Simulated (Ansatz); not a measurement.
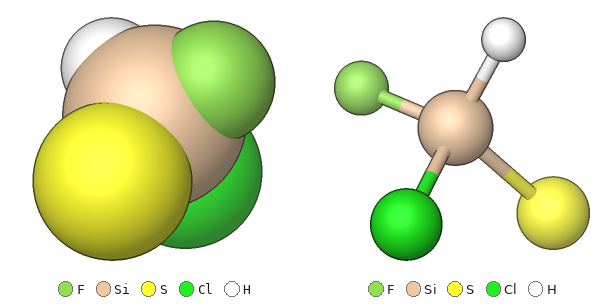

Both panels show the same species.

The species is neutral and a spin doublet.

Which formula does it have?

Answer. ClFHSSi, 5 atoms: 1 chlorine, 1 fluorine, 1 hydrogen, 1 sulfur and 1 silicon.

How many atoms are distinct by symmetry?

Answer. 5: 1 F, 1 Si, 1 S, 1 Cl, 1 H.

Count the bonded pairs by element.

Answer. 1 F–Si, 1 S–Si, 1 Cl–Si, 1 Si–H.

What is the point group of this geometry?

Answer. C1.

Give a SMILES string for it.

Answer. F[Si@H]([S])Cl

More results for the same structure follow; atom numbers are the same in all pictures, views and colours differ. The geometry was computed by an optimisation with PBE0-D4/def2-TZVP.

**Electronic properties**

Level of theory: UKS ωB97M-V/def2-TZVPP (Ansatz 0.2.0).

What does the calculation give?

- dipole moment: 1.03 D
- HOMO energy (Kohn–Sham orbital): −10.28 eV
- ⟨S²⟩ of the determinant: 0.753

**Charges**

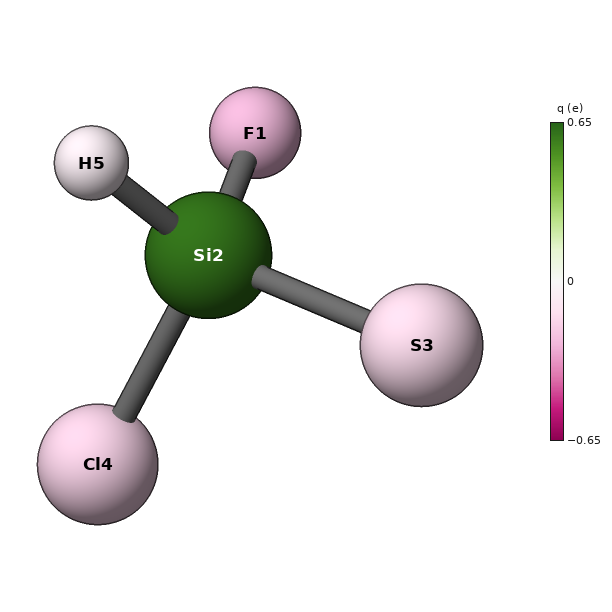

Atoms are coloured by their Mulliken charges. Properties computed with UKS PBE-D4/def2-TZVPP (Ansatz 0.2.0).

List the Mulliken charges.

| atom | value (e) |
| --- | --- |
| F1 | −0.25 |
| Si2 | 0.60 |
| S3 | −0.14 |
| Cl4 | −0.16 |
| H5 | −0.05 |

**Vibrations**

Harmonic vibrations computed with UKS PBE0-D4/def2-TZVP (Ansatz 0.2.0) at a stationary point of the same level.

List the wavenumbers.

Answer. 9 modes: 131, 206, 285, 515, 568, 735, 826, 918, 2289 cm⁻¹.

**Thermal motion**

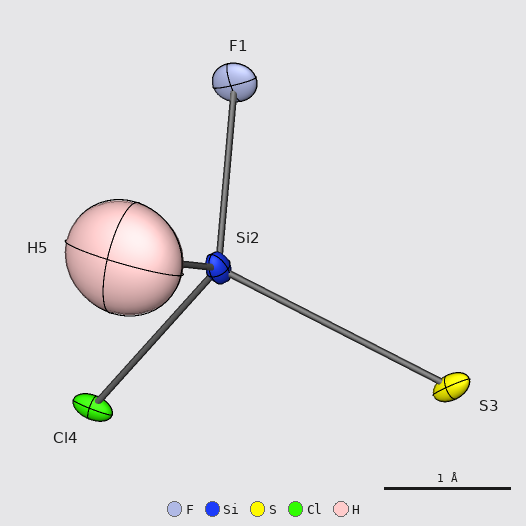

Displacement ellipsoids at the 50 % level, enlarged 2 times, from the internal vibrations of the free molecule (harmonic, no overall translation or rotation; no half-axis is drawn under 0.075 Å). Vibrations computed with UKS PBE0-D4/def2-TZVP (Ansatz 0.2.0). Temperature: 200 K.

Which atom moves most?

Answer. H5, with U_eq = 0.0197 Å².

Does H5 move more along its bond or across it?

Answer. Across it: the root-mean-square amplitude is 0.093 Å along the bond and up to 0.170 Å across, since bending and torsion are softer than stretching.

List U_eq and the three principal root-mean-square amplitudes for each kind of atom.

| atom | U_eq (Å²) | rms amplitudes (Å) |
| --- | --- | --- |
| F1 | 0.0025 | 0.022, 0.053, 0.064 |
| Si2 | 0.0014 | 0.031, 0.034, 0.046 |
| S3 | 0.0017 | 0.013, 0.033, 0.062 |
| Cl4 | 0.0014 | 0.011, 0.031, 0.056 |
| H5 | 0.0197 | 0.092, 0.148, 0.170 |

Mulliken values depend strongly on the basis set and can even reverse the polarity of a bond.
